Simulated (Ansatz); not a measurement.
## CsSbSe3 in Amm2, a phase reached by a soft mode: a soft mode frozen in

Aim: this structure of CsSbSe3 in Amm2, a phase reached by a soft mode is to be tested for unstable modes, and one is followed downhill.

Main program and level: Ansatz 0.2.0; DFT PBEsol, scalar-relativistic, plane waves, PAW; PAW set soft_1.

The structure was built from a prototype and need not be the compound's stable phase.

## (1) The structure

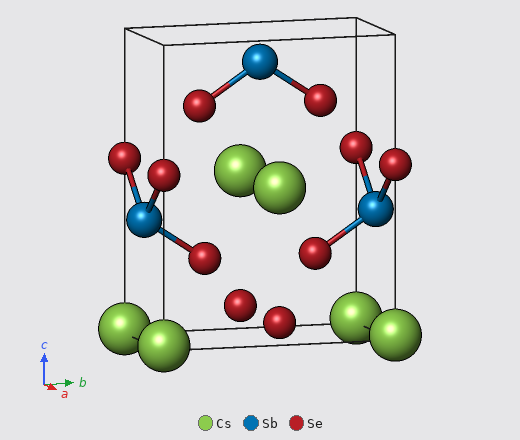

The starting structure, seen slightly off an axis (caesium green, antimony blue, selenium red). This picture shows the conventional cell, with its axes. Some periodic images of atoms are drawn too.

## (2) Linear response at the zone centre

This phase was reached earlier by freezing in an unstable mode of a structure of higher symmetry and relaxing. Its zone-centre modes can show that it is still unstable.

The input, input.yaml:

```yaml
crystal:
  lattice:
    - [4.0737724528, 0.0, 0.0]
    - [0.0, 3.9202152947, 4.9660369832]
    - [0.0, -3.9202152947, 4.9660369832]
  atoms:
    - { symbol: Cs, position: [0.0, 0.0160357208, 0.0160357208] }
    - { symbol: Sb, position: [0.5, 0.4008969842, 0.4008969842] }
    - { symbol: Se, position: [0.5, 0.5266536355, 0.0038095495] }
    - { symbol: Se, position: [0.5, 0.0038095495, 0.5266536355] }
    - { symbol: Se, position: [0.0, 0.5744482198, 0.5744482198] }
kpoints:
  mp_grid: { grid: [10, 6, 6] }
hamiltonian:
  xc: pbesol
  pseudopotentials: { kind: paw, azcp: { folder: soft_1 }, xc_functional: pbe }
scf:
  occupations: { method: methfessel_paxton, width: 0.2 }
output:
  eigenvalues: true
phonons:
  method: dfpt
```

The run is started by

```console
$ ansatz run input.yaml --threads 8 --pin off --max-ram 16384MiB --backend cpu --events-out ev --progress --plain --runs-dir out
```

Numbers of over 12 decimals in the logs are rounded to 6 here.

The log of the run:

```text
zone centre: on kpoints.mp_grid the ground state, and the responses unless they are solved on pairs of k-points, stand on 120 of the mesh's 360 k-points, reduced under 2 symmetry operations, with k and −k counted as one. Each operation leaves every solved displacement unchanged or reverses it
Engine: ansatz 0.2.0, aarch64-unknown-linux-gnu
Pseudopotentials: kind: paw
Pseudopotential: Cs, paw, valence charge 9, recommended cutoff 420 eV (normal), soft_1/Cs.paw.azcp
Pseudopotential: Sb, paw, valence charge 15, recommended cutoff 420 eV (normal), soft_1/Sb.paw.azcp
Pseudopotential: Se, paw, valence charge 16, recommended cutoff 420 eV (normal), soft_1/Se.paw.azcp
Functional definition: PBEsol
  exchange = pbesol_x
  correlation = pbesol_c
Crystal: 5 atoms, lattice volume = 158.616 Å³
Basis set: ecut = 420 eV, 3113 PW (Γ), exchange–correlation on 60×90×90 points (8 copies of the dense FFT grid, shifted against one another)
Bands: 44, of which v1, the nominal top of the filled ones, is band 36 counted from 1 (35 counted from 0)
Symmetry: 4 space group operations
k-points: 120 of 360 (irreducible under 2 space group operations, time reversal used)
Non-local potential: Cs, projectors of the file, l = 0: 3, l = 1: 2, l = 2: 2, l = 3: 2
Non-local potential: Sb, projectors of the file, l = 0: 2, l = 1: 2, l = 2: 2, l = 3: 1
Non-local potential: Se, projectors of the file, l = 0: 2, l = 1: 2, l = 2: 3, l = 3: 1
PAW form: soft (Blöchl's): semilocal exchange-correlation on the pseudo side does not see the compensation charge
PAW frozen core: Cs, regenerated for the run's functional, and the local potential with it (the file was generated under x = pbe(κ = 0.804, μ = 0.219515), c = pbe(β = 0.066725))
PAW frozen core: Sb, regenerated for the run's functional, and the local potential with it (the file was generated under x = pbe(κ = 0.804, μ = 0.219515), c = pbe(β = 0.066725))
PAW frozen core: Se, regenerated for the run's functional, and the local potential with it (the file was generated under x = pbe(κ = 0.804, μ = 0.219515), c = pbe(β = 0.066725))
PAW one-centre angular grid: Cs, 194 points (default); XC on 64 Gauss nodes
PAW one-centre angular grid: Sb, 590 points (default); XC on 64 Gauss nodes
PAW one-centre angular grid: Se, 590 points (default); XC on 64 Gauss nodes
Initial density: superposition of atomic densities (chi_scale 0.1, normalization cell, long waves kept (reshape's long-wave potential 0.01 eV rms))
Initial wavefunctions: pseudopotential atomic-orbital guess
Functional: x = pbesol(κ = 0.804, μ = 0.123457), c = pbesol(β = 0.046)
SCF iter   1: F=—  HF=-28271.143685 eV  |F-HF|=—  |Δ(HF+E_count)|=         —  Δρ=3.53e-2  dr2=5.56e0  ethr=3.10e-3  ⟨swp⟩=7.4  Hψ=21946  notcnv=0
preconditioner: auto → Kerker (q_TF=auto, 2.392 Å⁻¹)  [metal: Δε(μ)=0.108 eV  Ē_g=9.806 eV  σ=0.200 eV  W_gap=0.44  n_scr=34 (ndim 8)  ℏωp=16.1 eV  f_vac=0.001  D(μ)=0.27/eV (n_scr^D=0)]
SCF iter   2: F=—  HF=-28270.196245 eV  |F-HF|=—  |Δ(HF+E_count)|=   9.47e-1  S|Δr|=    0.00e0  Δρ=2.21e-2  dr2=3.01e0  ethr=3.10e-3  ⟨swp⟩=2.1  Hψ=6892  notcnv=0  defer=316
SCF iter   3: F=—  HF=-28269.204635 eV  |F-HF|=—  |Δ(HF+E_count)|=   9.92e-1  S|Δr|=    0.00e0  Δρ=7.63e-3  dr2=5.96e-1  ethr=3.10e-3  ⟨swp⟩=3.6  Hψ=13086  notcnv=0  defer=323
SCF iter   4: F=—  HF=-28269.001670 eV  |F-HF|=—  |Δ(HF+E_count)|=   2.03e-1  S|Δr|=    0.00e0  Δρ=6.08e-3  dr2=1.97e-1  ethr=8.28e-4  ⟨swp⟩=2.5  Hψ=10784  notcnv=0  defer=321
SCF iter   5: F=—  HF=-28268.927613 eV  |F-HF|=—  |Δ(HF+E_count)|=   7.41e-2  S|Δr|=    0.00e0  Δρ=2.25e-3  dr2=2.54e-2  ethr=2.74e-4  ⟨swp⟩=2.2  Hψ=7291  notcnv=0  defer=314
SCF iter   6: F=—  HF=-28268.926164 eV  |F-HF|=—  |Δ(HF+E_count)|=   1.45e-3  S|Δr|=    0.00e0  Δρ=1.09e-3  dr2=4.82e-3  ethr=3.53e-5  ⟨swp⟩=2.1  Hψ=8539  notcnv=0  defer=312
SCF iter   7: F=—  HF=-28268.925634 eV  |F-HF|=—  |Δ(HF+E_count)|=   5.30e-4  S|Δr|=    0.00e0  Δρ=5.19e-4  dr2=9.51e-4  ethr=6.70e-6  ⟨swp⟩=2.0  Hψ=9731  notcnv=0  defer=312
SCF iter   8: F=—  HF=-28268.925883 eV  |F-HF|=—  |Δ(HF+E_count)|=   2.49e-4  S|Δr|=    0.00e0  Δρ=2.45e-4  dr2=2.25e-4  ethr=1.32e-6  ⟨swp⟩=2.0  Hψ=8680  notcnv=0  defer=312
SCF iter   9: F=—  HF=-28268.925881 eV  |F-HF|=—  |Δ(HF+E_count)|=   1.88e-6  S|Δr|=    0.00e0  Δρ=1.18e-4  dr2=5.23e-5  ethr=3.12e-7  ⟨swp⟩=2.0  Hψ=8678  notcnv=0  defer=312
SCF iter  10: F=—  HF=-28268.925887 eV  |F-HF|=—  |Δ(HF+E_count)|=   5.44e-6  S|Δr|=    0.00e0  Δρ=4.84e-5  dr2=6.84e-6  ethr=7.26e-8  ⟨swp⟩=2.0  Hψ=6875  notcnv=0  defer=312
SCF iter  11: F=—  HF=-28268.925887 eV  |F-HF|=—  |Δ(HF+E_count)|=   8.15e-7  S|Δr|=    0.00e0  Δρ=1.52e-5  dr2=7.07e-7  ethr=9.50e-9  ⟨swp⟩=2.0  Hψ=7482  notcnv=0  defer=312
SCF iter  12: F=—  HF=-28268.925888 eV  |F-HF|=—  |Δ(HF+E_count)|=   5.68e-7  S|Δr|=    0.00e0  Δρ=5.91e-6  dr2=1.10e-7  ethr=9.81e-10  ⟨swp⟩=2.0  Hψ=7570  notcnv=0  defer=312
SCF iter  13: F=—  HF=-28268.925888 eV  |F-HF|=—  |Δ(HF+E_count)|=   6.24e-8  S|Δr|=    0.00e0  Δρ=2.26e-6  dr2=1.38e-8  ethr=1.52e-10  ⟨swp⟩=2.2  Hψ=7203  notcnv=0  defer=312
SCF iter  14: F=—  HF=-28268.925888 eV  |F-HF|=—  |Δ(HF+E_count)|=   1.64e-9  S|Δr|=    0.00e0  Δρ=9.42e-7  dr2=3.35e-9  ethr=1.92e-11  ⟨swp⟩=2.0  Hψ=9279  notcnv=0  defer=312
SCF iter  15: F=—  HF=-28268.925888 eV  |F-HF|=—  |Δ(HF+E_count)|=  4.95e-10  S|Δr|=    0.00e0  Δρ=4.86e-7  dr2=9.58e-10  ethr=4.66e-12  ⟨swp⟩=2.0  Hψ=9283  notcnv=0  defer=312
SCF iter  16: F=—  HF=-28268.925888 eV  |F-HF|=—  |Δ(HF+E_count)|=  5.82e-11  S|Δr|=    0.00e0  Δρ=2.55e-7  dr2=2.35e-10  ethr=1.33e-12  ⟨swp⟩=2.1  Hψ=9253  notcnv=0  defer=312
SCF iter  17: F=—  HF=-28268.925888 eV  |F-HF|=—  |Δ(HF+E_count)|=  3.64e-12  S|Δr|=    0.00e0  Δρ=1.06e-7  dr2=2.74e-11  ethr=1.00e-12  ⟨swp⟩=2.0  Hψ=8684  notcnv=0  defer=312
SCF iter  18: F=-28268.925888 eV  HF=-28268.925888 eV  |F-HF|=1.09e-11  |Δ(HF+E_count)|=  3.64e-12  S|Δr|=    0.00e0  Δρ=4.96e-8  dr2=6.99e-12  ethr=1.00e-12  ⟨swp⟩=15.0  Hψ=33075  notcnv=0
SCF 1 converged in 18 iterations: F = -28268.925888 eV  dr2 = 6.99e-12
  greatest PAW one-centre occupation: 1.000 electrons in one spin orbital (limit 2), on the Se atom at site 4 (counted from 0), in its partial waves of l = 2
DFPT response loops at Γ: preconditioner auto → Kerker (q_TF=auto, 2.392 Å⁻¹) (partly filled bands, converged f_vac=0.018); β = 1.00, the filter's whole step (`scf.mixing.beta` (0.50) is not read by the response loops under this deck's `scf.mixing.preconditioner`; to damp them name `kerker` or `kerker_dos`, under which they read `scf.mixing.beta`, and type it under 1.00, their step now; both keys bind the ground state too); Broyden in place of MSR1
SCF converged after 18 iterations
Stability not checked: this state was not tested for a lower state beside it, because cold or Methfessel-Paxton smearing, or corrected tetrahedra, fill the levels in a way that the test cannot read (fill_not_monotonic; see scf.lower_state_search)
Free energy (F): -28268.925888 eV
Harris-Foulkes:  -28268.925888 eV  (|F-HF|=1.09e-11)
Internal energy: -28268.931458 eV  (E = F + TS)
E sigma→0 (E₀):  -28268.927281 eV
Entropy (-TS):   0.005570 eV (1.114 meV/atom)
Fermi energy:    6.401181 eV
--- Per-component energies (eV) ---
  E_band       = -1457.261623
  E_kinetic    = 638.219788
  E_local      = -11218.067010  (includes V_loc(G=0)·N_el)
  E_nonlocal   = -640.991625
  E_hartree    = 5599.128534
  E_xc         = -528.723980
  E_vxc        = -497.687742  (∫ρ·V_xc dr)
  E_paw        = -15706.036609  (= ΣΔE_a)
  E_vpaw       = -936.991127  (= ΣTr[D̂ρ^β])
  E_aug_tail   = -0.000994  (compensation charges beyond the density's cutoff)
  E_ewald      = -6415.960938
  E_core_change = 3.501375  (= ΣΔE_core)
  E_smearing   = 0.005570  (= −TS)
  E_closure    = 0.000000  (closes the sum)
  Σ components = -28268.925888   (vs F -28268.925888, Δ=0.00e0)
--- Band table (eV; the first three rows and the last of 120) ---
  k-point 0: bands = [... 32 lower, 5.6920, 5.7527, 6.2566, 6.3153, 6.4425, 8.6529, 8.7525, 9.7115, ... 4 higher]
  k-point 1: bands = [... 32 lower, 5.5318, 5.9824, 6.1649, 6.3617, 6.4129, 8.8520, 8.9611, 9.9622, ... 4 higher]
  k-point 2: bands = [... 32 lower, 5.3255, 5.8956, 5.9900, 6.3686, 6.6458, 9.2739, 9.3377, 10.3521, ... 4 higher]
  k-point 119: bands = [... 32 lower, 5.4579, 5.9571, 5.9788, 6.0140, 6.2494, 7.9371, 8.5906, 10.4110, ... 4 higher]
--- Phonons (Γ-DFPT): 12 representative perturbations + reference, on 120 of 360 k-points (Σ response iterations 40) ---
  k mesh reduced under 2 symmetry operations, with k and −k counted as one. Each operation leaves every solved displacement unchanged or reverses it
  ASR residual: 7.475e-5 → 0.000e0 eV/Å²; symmetrization residual: 1.888e-5 eV/Å²
  ASR residual per site (eV/Å²): 1.78e-5 7.48e-5 4.19e-5 4.19e-5 4.16e-5
  Γ frequencies (cm⁻¹): -30.18 0.00 0.00 0.00 7.43 28.46 53.34 55.76 56.42 76.51 94.20 127.50 161.40 235.73 247.88
  non-analytic LO–TO correction: not included (Born effective charges unavailable; polar crystals: no LO–TO splitting at Γ)
```

Run time: 2.9 min. Hardware: 8 threads of Arm Neoverse V2, shared host; peak memory 2.9 GiB; 22 min of CPU time.

Numbers from this step:

| Property | Result |
| --- | --- |
| volume per atom | 31.72 Å³ |
| gap on the k-mesh | 0 eV |
| sum-rule residual before enforcement | 7.48e-5 eV/Å² |
| point group | mm2 |
| highest optical mode at the zone centre (no LO-TO term) | 247.9 cm⁻¹ |
| lowest optical zone-centre mode | -30.18 cm⁻¹ |

Patterns of degenerate modes are one choice out of their space. The modes at Γ (shares of kinetic energy by element, %) (negative means imaginary):

| mode | frequency (cm⁻¹) | symmetry | Cs % | Sb % | Se % |
| --- | --- | --- | --- | --- | --- |
| 1 | -30.2 | B2 | 5 | 0 | 95 |
| 2 | 0.0 | acoustic | 27 | 25 | 48 |
| 3 | 0.0 | acoustic | 27 | 25 | 48 |
| 4 | 0.0 | acoustic | 27 | 25 | 48 |
| 5 | 7.4 | B1 | 9 | 16 | 75 |
| 6 | 28.5 | A2 | 0 | 0 | 100 |
| 7 | 53.3 | B2 | 53 | 20 | 27 |
| 8 | 55.8 | A1 | 61 | 17 | 21 |
| 9 | 56.4 | B1 | 64 | 4 | 32 |
| 10 | 76.5 | B2 | 15 | 2 | 83 |
| 11 | 94.2 | A1 | 12 | 3 | 85 |
| 12 | 127.5 | B1 | 0 | 55 | 45 |
| 13 | 161.4 | A1 | 0 | 6 | 94 |
| 14 | 235.7 | A1 | 0 | 48 | 52 |
| 15 | 247.9 | B2 | 0 | 54 | 46 |

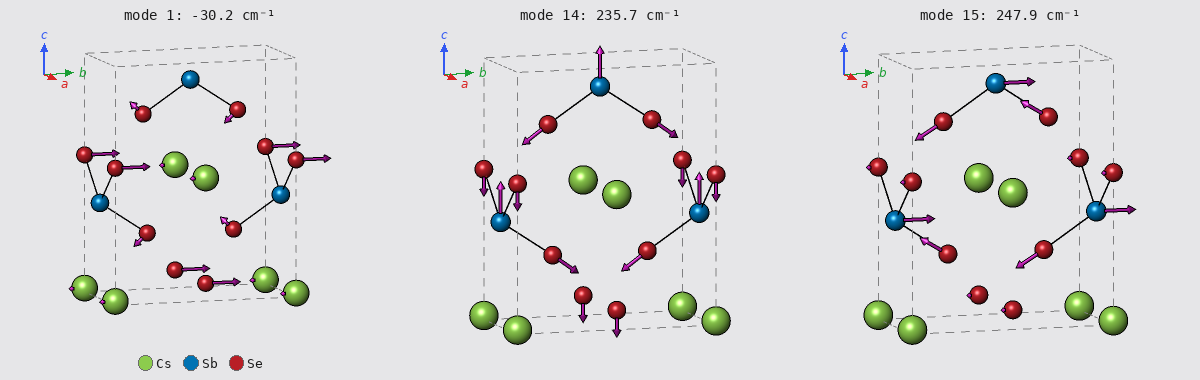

Displacement patterns of modes 1, 14 and 15 at Γ; arrows are exaggerated. Some periodic images of atoms are drawn too.

Before it was imposed, the acoustic sum rule was missed by 7.5e-5 eV/Å². Small misses are needed for a sound result but don't prove that mesh and cutoff are converged. The lowest optical mode is imaginary, 30.2i cm⁻¹, so the energy falls along it.

## (3) The mode frozen in, largest atomic shift 0 Å

The mode followed lies at Γ with frequency 30.2i cm⁻¹, the softest among the wavevectors solved. At small amplitude the distorted cell has space group no. 6 by a symmetry search on the positions. The undistorted cell that holds it gives the zero of energy on the same k mesh.

Edit input.yaml of step 2 so:

```diff
@@ -19,4 +19,4 @@
 output:
+  forces: true
+  stress: true
   eigenvalues: true
-phonons:
-  method: dfpt
```

The log of the run:

```text
[...]
Crystal: 5 atoms, lattice volume = 158.616 Å³
Basis set: ecut = 420 eV, 3113 PW (Γ), exchange–correlation on 60×90×90 points (8 copies of the dense FFT grid, shifted against one another)
Bands: 44, of which v1, the nominal top of the filled ones, is band 36 counted from 1 (35 counted from 0)
Symmetry: 4 space group operations
[...]
k-points: 78 of 360 (time reversal used)
[...]
k-point 0: bands = [... 32 lower, 5.6920, 5.7527, 6.2566, 6.3153, 6.4425, 8.6529, 8.7525, 9.7115, ... 4 higher]
  k-point 1: bands = [... 32 lower, 5.5318, 5.9824, 6.1649, 6.3617, 6.4129, 8.8520, 8.9611, 9.9622, ... 4 higher]
  k-point 2: bands = [... 32 lower, 5.3255, 5.8956, 5.9899, 6.3686, 6.6458, 9.2739, 9.3377, 10.3521, ... 4 higher]
  k-point 77: bands = [... 32 lower, 5.4579, 5.9571, 5.9788, 6.0140, 6.2494, 7.9371, 8.5906, 10.4110, ... 4 higher]
[key lines of the parts left out:]
SCF converged after 13 iterations
Free energy (F): -28268.925888 eV
Fermi energy:    6.401177 eV
P = ⅓ Tr σ = 0.0009 GPa (0.009 kbar)
```

Elapsed: 10 s, on 8 threads; peak memory 0.8 GiB.

Numbers from this step:

* pressure: 8.59e-4 GPa
* energy from the undistorted cell: 0 meV/atom

The run ends at a pressure of 0.00 GPa, with forces up to 5.6e-4 eV/Å.

## (4) The mode frozen in, largest atomic shift 0.22 Å

The atoms are moved along the unstable eigenvector, the largest shift by 0.22 Å, with the cell fixed.

input.yaml, the sections that differ from step 3:

```yaml
crystal:
  lattice:
    - [4.0737724528, 0.0, 0.0]
    - [0.0, 3.9202152947, 4.9660369832]
    - [0.0, -3.9202152947, 4.9660369832]
  atoms:
    - { symbol: Cs, position: [0.0, 0.0217386339, 0.0103328077] }
    - { symbol: Sb, position: [0.5, 0.4015178933, 0.4002760751] }
    - { symbol: Se, position: [0.5, 0.5418292286, 0.0014806014] }
    - { symbol: Se, position: [0.5, 0.0061384977, 0.5114780424] }
    - { symbol: Se, position: [0.0, 0.5463885364, 0.6025079032] }
# kpoints, hamiltonian, scf, output: as in step 3
```

The log of the run:

```text
[...]
Crystal: 5 atoms, lattice volume = 158.616 Å³
Basis set: ecut = 420 eV, 3113 PW (Γ), exchange–correlation on 60×90×90 points (8 copies of the dense FFT grid, shifted against one another)
Bands: 44, of which v1, the nominal top of the filled ones, is band 36 counted from 1 (35 counted from 0)
Symmetry: 2 space group operations
[...]
k-points: 120 of 360 (time reversal used)
[...]
k-point 0: bands = [... 32 lower, 5.6123, 5.7717, 6.2762, 6.2782, 6.4419, 8.6895, 8.7477, 9.7341, ... 4 higher]
  k-point 1: bands = [... 32 lower, 5.4328, 5.8929, 6.0629, 6.4501, 6.5276, 8.9161, 9.0012, 9.9814, ... 4 higher]
  k-point 2: bands = [... 32 lower, 5.1849, 5.7330, 5.9469, 6.4215, 6.9164, 9.3772, 9.4645, 10.3789, ... 4 higher]
  k-point 119: bands = [... 32 lower, 5.4739, 5.8416, 5.9967, 6.1024, 6.1328, 7.9373, 8.6124, 10.4121, ... 4 higher]
[key lines of the parts left out:]
SCF converged after 13 iterations
Free energy (F): -28268.929887 eV
Fermi energy:    6.407773 eV
P = ⅓ Tr σ = 0.0044 GPa (0.044 kbar)
```

It took 16 s on 8 threads; peak memory 0.95 GiB; 2.1 min of CPU time.

This step gave:

```
pressure                         : 0.004422 GPa
energy from the undistorted cell : -0.768 meV/atom
```

The energy, extrapolated to zero smearing, is -0.77 meV/atom against the undistorted cell.

The run ends at a pressure of 0.00 GPa, with forces up to 0.092 eV/Å.

## (5) Energy along the mode, all amplitudes (two of the runs are shown above)

An imaginary frequency means negative curvature, so the energy should fall and then rise again as anharmonic terms take over.

This step gave:

```yaml
depth_at_the_lowest_point_sampled: 0.768 meV/atom
largest_atomic_shift_at_that_point: 0.22 Å
```

Energy from the parent against largest atomic shift:

| largest atomic shift (Å) | energy from the parent (meV/atom) |
| --- | --- |
| 0.000 | 0 |
| 0.040 | -0.061 |
| 0.080 | -0.227 |
| 0.140 | -0.561 |
| 0.220 | -0.768 |
| 0.320 | 0.509 |
| 0.450 | 7.90 |

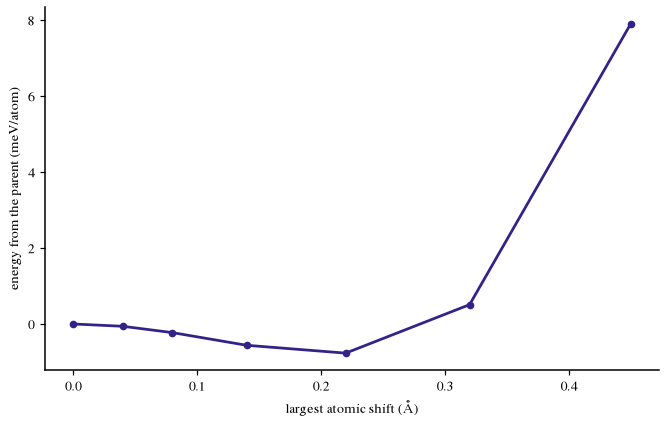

Energy from the parent against largest atomic shift.

Displacement at unit largest shift by atom:

| atom | x (Å) | y (Å) | z (Å) | size |
| --- | --- | --- | --- | --- |
| Cs1 | 0.00 | 0.20 | 0.00 | 0.20 |
| Sb2 | 0.00 | 0.02 | 0.00 | 0.02 |
| Se3 | 0.00 | 0.31 | 0.29 | 0.43 |
| Se4 | 0.00 | 0.31 | -0.29 | 0.43 |
| Se5 | 0.00 | -1.00 | 0.00 | 1.00 |

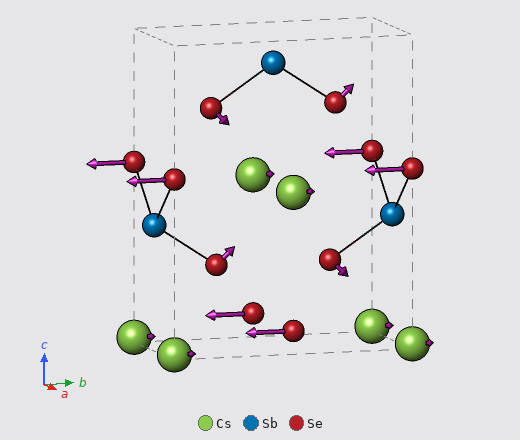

Displacement at unit largest shift as arrows, the longest 1 Å. Some periodic images of atoms are drawn too.

The lowest of the steps tried is at 0.22 Å, 0.768 meV/atom below the parent; the bottom of the well need not coincide with a step.

(Part 1 of 3 ends here.)

[Logs are printed without paths, hosts, clocks, repeated set-up lines and the standing remarks that a program may print on its own settings, such as how far it seeks lower states.]

[Hosts, paths, dates, database ids (printed as entryN), source tags and the programs' standing remarks are cut or masked in the printed files.]
